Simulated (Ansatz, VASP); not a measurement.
## Ag (Ag(110)): VASP beside Ansatz

Aim: how closely do two programs agree when they are given the same cell, functional and k mesh? Valence electrons are named where the data sets of a main pair hold unlike numbers.

Method: plane waves, with VASP 6.6.1 beside it; band structure at LDA, in Ansatz 0.2.0.

## 1. The structure

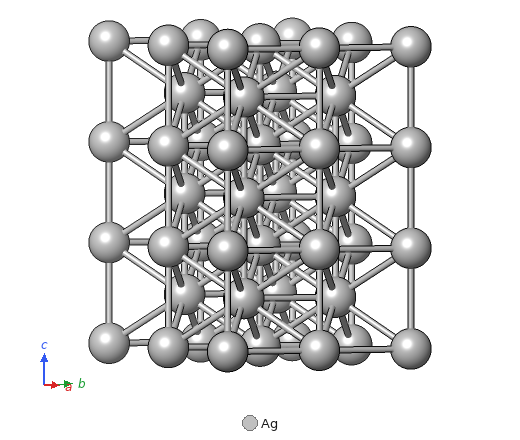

Start, viewed from the side, with the c axis up; silver light grey. 2×2×1 cells are drawn. Some periodic images of atoms are drawn too.

The cell holds 7 atoms: 7 Ag. Its edges and angles: a = 4.090 Å, b = 2.892 Å, c = 26.676 Å, α = 90.0°, β = 90.0°, γ = 90.0°. Vacuum lies along c.

As a file:

```cif
data_structure
_symmetry_space_group_name_H-M 'P 1'
_symmetry_Int_Tables_number 1
_cell_length_a 4.0900
_cell_length_b 2.8921
_cell_length_c 26.6762
_cell_angle_alpha 90.000
_cell_angle_beta 90.000
_cell_angle_gamma 90.000
_cell_volume 315.54
loop_
_atom_site_label
_atom_site_type_symbol
_atom_site_fract_x
_atom_site_fract_y
_atom_site_fract_z
_atom_site_occupancy
Ag1 Ag 0.00000 0.00000 0.33738 1
Ag2 Ag 0.50000 0.50000 0.39159 1
Ag3 Ag 0.00000 0.00000 0.44579 1
Ag4 Ag 0.50000 0.50000 0.50000 1
Ag5 Ag 0.00000 0.00000 0.55421 1
Ag6 Ag 0.50000 0.50000 0.60841 1
Ag7 Ag 0.00000 0.00000 0.66262 1
```

## 2. VASP: band structure, LDA

A single point gives forces, pressure and levels at one fixed geometry, so differences don't come from the geometry; what else differs is listed under the comparison.

Lines of VASP's logs that name or quote its potential files are left out, and so is its time.

INCAR reads:

```
SYSTEM = Ag
PREC = Normal
ENCUT = 300
EDIFF = 1E-06
NELM = 120
ISMEAR = -1
SIGMA = 0.1
LREAL = .FALSE.
ALGO = Fast
GGA = CA
NBANDS = 58
LORBIT = 11
LWAVE = .FALSE.
LCHARG = .TRUE.
IDIPOL = 3
LDIPOL = .TRUE.
DIPOL = 0.5 0.5 0.5
LVHAR = .TRUE.
LVACPOTAV = .TRUE.
LELF = .TRUE.
NEDOS = 1500
```

POSCAR reads:

```
Ag
1.0
    4.0900000000      0.0000000000      0.0000000000
    0.0000000000      2.8920667351      0.0000000000
    0.0000000000      0.0000000000     26.6762002052
Ag
7
Direct
    0.0000000000      0.0000000000      0.3373793843
    0.5000000000      0.5000000000      0.3915862562
    0.0000000000      0.0000000000      0.4457931281
    0.5000000000      0.5000000000      0.5000000000
    0.0000000000      0.0000000000      0.5542068719
    0.5000000000      0.5000000000      0.6084137438
    0.0000000000      0.0000000000      0.6626206157
```

KPOINTS reads:

```
Automatic mesh
0
Gamma
10 14 1
0 0 0
```

KPOINTS_OPT reads:

```
Line mode
14
Line-mode
Reciprocal
  0.00000000   0.00000000   0.00000000 GAMMA
 -0.50000000   0.00000000   0.00000000 X

 -0.50000000   0.00000000   0.00000000 X
 -0.50000000  -0.50000000   0.00000000 S

 -0.50000000  -0.50000000   0.00000000 S
  0.00000000  -0.50000000   0.00000000 Y

  0.00000000  -0.50000000   0.00000000 Y
  0.00000000   0.00000000   0.00000000 GAMMA

  0.00000000   0.00000000   0.00000000 GAMMA
 -0.50000000  -0.50000000   0.00000000 S
```

PAW data sets: Ag (LDA family, release 64).

The run is started by

```console
$ mpirun -np 2 vasp_std
```

Numbers of over 12 decimals in the logs are rounded to 6 here.

Log:

```text
[banner, memory and clock lines left out]
running    2 mpi-ranks, on    1 nodes
 distrk:  each k-point on    2 cores,    1 groups
 distr:  one band on    1 cores,    2 groups

 POSCAR found type information on POSCAR Ag
 POSCAR found :  1 types and       7 ions
 LDA part: xc-table for (Slater(with rela. corr.)+CA(PZ))
 , standard interpolation
 POSCAR, INCAR and KPOINTS ok, starting setup
 FFT: planning ... GRIDC
 FFT: planning ... GRID_SOFT
 FFT: planning ... GRID
 WAVECAR not read
 entering main loop
       N       E                     dE             d eps       ncg     rms          rms(c)
DAV:   1     0.338491832879E+03    0.33849E+03   -0.26505E+04  5960   0.738E+02
DAV:   2    -0.172709747151E+02   -0.35576E+03   -0.33843E+03  6114   0.210E+02
DAV:   3    -0.261004969743E+02   -0.88295E+01   -0.87499E+01  6400   0.350E+01
DAV:   4    -0.261811945608E+02   -0.80698E-01   -0.80679E-01  6784   0.336E+00
DAV:   5    -0.261826337962E+02   -0.14392E-02   -0.14392E-02  6580   0.419E-01    0.127E+01
RMM:   6    -0.244029685168E+02    0.17797E+01   -0.54102E+00  5595   0.102E+01    0.821E+00
RMM:   7    -0.243357954720E+02    0.67173E-01   -0.19404E-01  6143   0.144E+00    0.435E+00
RMM:   8    -0.243148316575E+02    0.20964E-01   -0.23900E-02  6192   0.641E-01    0.380E-01
RMM:   9    -0.243121859453E+02    0.26457E-02   -0.51167E-03  6365   0.297E-01    0.108E-01
RMM:  10    -0.243122200636E+02   -0.34118E-04   -0.60060E-04  6522   0.939E-02    0.655E-02
RMM:  11    -0.243123047185E+02   -0.84655E-04   -0.14018E-04  6740   0.456E-02    0.299E-02
RMM:  12    -0.243124348751E+02   -0.13016E-03   -0.59855E-05  6775   0.283E-02    0.115E-02
RMM:  13    -0.243125327356E+02   -0.97861E-04   -0.15612E-05  6730   0.132E-02    0.916E-03
RMM:  14    -0.243127300666E+02   -0.19733E-03   -0.27624E-05  6934   0.123E-02    0.835E-03
RMM:  15    -0.243127815903E+02   -0.51524E-04   -0.29400E-06  5339   0.535E-03    0.486E-03
RMM:  16    -0.243128578389E+02   -0.76249E-04   -0.28401E-06  5414   0.521E-03    0.189E-03
RMM:  17    -0.243128795263E+02   -0.21687E-04   -0.62604E-07  5116   0.248E-03    0.128E-03
RMM:  18    -0.243128903400E+02   -0.10814E-04   -0.42733E-07  5055   0.184E-03    0.891E-04
RMM:  19    -0.243128926493E+02   -0.23093E-05   -0.80149E-08  3405   0.796E-04    0.658E-04
RMM:  20    -0.243128944658E+02   -0.18165E-05   -0.53413E-08  3325   0.789E-04    0.198E-04
RMM:  21    -0.243128963548E+02   -0.18890E-05   -0.30046E-08  3323   0.766E-04    0.254E-04
RMM:  22    -0.243128974280E+02   -0.10732E-05   -0.69162E-09  2850   0.617E-04    0.134E-04
RMM:  23    -0.243128978194E+02   -0.39147E-06   -0.20924E-09  2689   0.604E-04
|                                                                             |
|           W    W    AA    RRRRR   N    N  II  N    N   GGGG   !!!           |
|           W    W   A  A   R    R  NN   N  II  NN   N  G    G  !!!           |
|           W    W  A    A  R    R  N N  N  II  N N  N  G       !!!           |
|           W WW W  AAAAAA  RRRRR   N  N N  II  N  N N  G  GGG   !            |
|           WW  WW  A    A  R   R   N   NN  II  N   NN  G    G                |
|           W    W  A    A  R    R  N    N  II  N    N   GGGG   !!!           |
|                                                                             |
|     Did not find any points to average over, which means that no vacuum     |
|     field-free region was found. Please increase the size of  your cell     |
|     in the dimension of the dipole correction to obtain accurate            |
|     workfunction values.                                                    |
|                                                                             |

   1 F= -.24312898E+02 E0= -.24279721E+02  d E =-.663546E-01
 Start KPOINTS_OPT (optional k-point list driver)
k-point batch [1-48\70]
       N       E                     dE             ncg
DAV:   1     0.260952134157E+04   -0.74035E+05     6096
DAV:   2    -0.136068976126E+05   -0.16216E+05     6222
DAV:   3    -0.139964613684E+05   -0.38956E+03     6396
DAV:   4    -0.140001591205E+05   -0.36978E+01     7132
DAV:   5    -0.140002089102E+05   -0.49790E-01     6464
DAV:   6    -0.140002110078E+05   -0.20976E-02     7416
DAV:   7    -0.140002110557E+05   -0.47837E-04     5594
DAV:   8    -0.140002110578E+05   -0.21156E-05     4194
DAV:   9    -0.140002110581E+05   -0.34533E-06     3700
k-point batch [49-70\70]
       N       E                     dE             ncg
DAV:   1     0.588713043650E+05   -0.19072E+05     2776
DAV:   2     0.511610235034E+05   -0.77103E+04     2822
DAV:   3     0.509893930722E+05   -0.17163E+03     2932
DAV:   4     0.509878086302E+05   -0.15844E+01     3254
DAV:   5     0.509877880798E+05   -0.20550E-01     3036
DAV:   6     0.509877871984E+05   -0.88141E-03     3344
DAV:   7     0.509877871737E+05   -0.24660E-04     2698
DAV:   8     0.509877871727E+05   -0.10231E-05     1914
DAV:   9     0.509877871725E+05   -0.19401E-06     1720
```

Parts of OUTCAR (step 2):

```text
ion  position               nearest neighbor table
   1  0.000  0.000  0.337-   3 2.89   2 2.89   2 2.89   2 2.89   2 2.89
   2  0.500  0.500  0.392-   4 2.89   3 2.89   1 2.89   1 2.89   3 2.89   1 2.89   3 2.89   1 2.89
                             3 2.89
   3  0.000  0.000  0.446-   1 2.89   5 2.89   4 2.89   2 2.89   2 2.89   4 2.89   2 2.89   4 2.89
                             2 2.89   4 2.89
   4  0.500  0.500  0.500-   2 2.89   6 2.89   5 2.89   3 2.89   3 2.89   5 2.89   3 2.89   5 2.89
                             3 2.89   5 2.89
   5  0.000  0.000  0.554-   3 2.89   7 2.89   6 2.89   4 2.89   4 2.89   6 2.89   4 2.89   6 2.89
                             4 2.89   6 2.89
   6  0.500  0.500  0.608-   4 2.89   5 2.89   7 2.89   5 2.89   7 2.89   5 2.89   7 2.89   5 2.89
                             7 2.89
   7  0.000  0.000  0.663-   5 2.89   6 2.89   6 2.89   6 2.89   6 2.89

  LATTYP: Found a simple orthorhombic cell.
 ALAT       =     2.8920667351
 B/A-ratio  =     1.4142135624
 C/A-ratio  =     9.2239227683

 Subroutine GETGRP returns: Found  8 space group operations
 (whereof  8 operations were pure point group operations)

The static configuration has the point symmetry D_2h.

 Found     48 irreducible k-points:

   k-points           NKPTS =     48   k-points in BZ     NKDIM =     48   number of bands    NBANDS=     58

   dimension x,y,z NGX =    18 NGY =   12 NGZ =  120
   dimension x,y,z NGXF=    36 NGYF=   24 NGZF=  240

   ENCUT  =  300.0 eV  22.05 Ry    4.70 a.u.   5.78  4.08 37.67*2*pi/ulx,y,z

   NELECT =      77.0000    total number of electrons

 k-points in reciprocal lattice and weights: Automatic mesh
   0.00000000  0.00000000  0.00000000       0.007
   0.10000000  0.00000000  0.00000000       0.014
   0.20000000  0.00000000  0.00000000       0.014
   0.30000000  0.00000000  0.00000000       0.014
   0.40000000  0.00000000  0.00000000       0.014
   0.50000000  0.00000000  0.00000000       0.007
   0.00000000  0.07142857  0.00000000       0.014
   0.10000000  0.07142857  0.00000000       0.029
   0.20000000  0.07142857  0.00000000       0.029
[...]
0.40000000  0.50000000  0.00000000       0.014
   0.50000000  0.50000000  0.00000000       0.007

 dipolmoment           0.000000      0.000000     -0.000000 electrons x Angstroem

 average (electrostatic) potential at core
       1 -78.6491       2 -78.9969       3 -79.0305       4 -79.0731       5 -79.0305
       6 -78.9969       7 -78.6491

 E-fermi :   0.2812

 k-point     1 :       0.0000    0.0000    0.0000
  band No.  band energies     occupation
    ...
     35      -2.6618      2.00000
     36      -2.5641      2.00000
     37      -2.4716      2.00000
     38      -2.4495      2.00000
     39      -1.0866      2.00000
     40       0.7078      0.02771
     41       2.4657      0.00000
     42       2.6546      0.00000
     43       4.1047      0.00000
     44       4.3298      0.00000
    ...

 k-point     2 :       0.1000    0.0000    0.0000
  band No.  band energies     occupation
    ...
     35      -2.7178      2.00000
     36      -2.5487      2.00000
     37      -2.4886      2.00000
     38      -2.4831      2.00000
     39      -1.0456      2.00000
     40       0.7701      0.01495
     41       1.7853      0.00000
     42       2.7110      0.00000
     43       3.2816      0.00000
     44       4.3909      0.00000
    ...

 k-point     3 :       0.2000    0.0000    0.0000
  band No.  band energies     occupation
    ...
     35      -2.6618      2.00000
     36      -2.5825      2.00000
     37      -2.5413      2.00000
     38      -2.5128      2.00000
     39      -0.9101      1.99999
     40       0.4316      0.36375
     41       0.9852      0.00175
     42       1.8324      0.00000
     43       2.8104      0.00000
     44       3.3841      0.00000
    ...

  Total       -7.6752336     -7.2918498     -5.6683961     -0.0000000      0.0000000      0.0000000
  in kB      -38.9714530    -37.0247992    -28.7816170     -0.0000000      0.0000000      0.0000000
  external PRESSURE =     -34.9259564 kB  Pullay stress =       0.0000000 kB

  energy-cutoff  :      300.00
  volume of cell :      315.54
      direct lattice vectors                 reciprocal lattice vectors
     4.090000000  0.000000000  0.000000000     0.244498778  0.000000000  0.000000000
     0.000000000  2.892066735  0.000000000     0.000000000  0.345773487  0.000000000
     0.000000000  0.000000000 26.676200205     0.000000000  0.000000000  0.037486598

 POSITION                                       TOTAL-FORCE (eV/Angst)
 -----------------------------------------------------------------------------------
      0.00000      0.00000      9.00000        -0.000000     -0.000000      0.741321
      2.04500      1.44603     10.44603        -0.000000     -0.000000     -0.157544
      0.00000      0.00000     11.89207         0.000000     -0.000000     -0.018039
      2.04500      1.44603     13.33810        -0.000000     -0.000000      0.000000
      0.00000      0.00000     14.78413         0.000000     -0.000000      0.018039
      2.04500      1.44603     16.23017        -0.000000     -0.000000      0.157544
      0.00000      0.00000     17.67620         0.000000      0.000000     -0.741321
 -----------------------------------------------------------------------------------
    total drift:                                0.000000     -0.000000      0.000000

  FREE ENERGIE OF THE ION-ELECTRON SYSTEM (eV)
  ---------------------------------------------------
  free  energy   TOTEN  =       -24.3128978194 eV

  energy  without entropy=      -24.2465432616  energy(sigma->0) =      -24.27972054

 vacuum level on the upper side and lower side of the slab         4.812         4.812

 total charge
# of ion       s       p       d       tot
------------------------------------------
    1        0.425   0.169   9.179   9.773
    2        0.419   0.279   9.132   9.831
    3        0.422   0.296   9.139   9.857
    4        0.420   0.305   9.129   9.854
    5        0.422   0.296   9.139   9.857
    6        0.419   0.279   9.132   9.831
    7        0.425   0.169   9.179   9.773
--------------------------------------------------
tot          2.952   1.793  64.029  68.775

[... 3 further parts left out ...]
```

(Continued in part 2 of 2.)

[Lines on the potential files, build, host, timing and source positions are cut from VASP's logs without a mark.]

[Logs are printed without paths, hosts, clocks, repeated set-up lines and the standing remarks that a program may print on its own settings, such as how far it seeks lower states.]

[Hosts, paths, dates, database ids (printed as entryN), source tags and the programs' standing remarks are cut or masked in the printed files.]
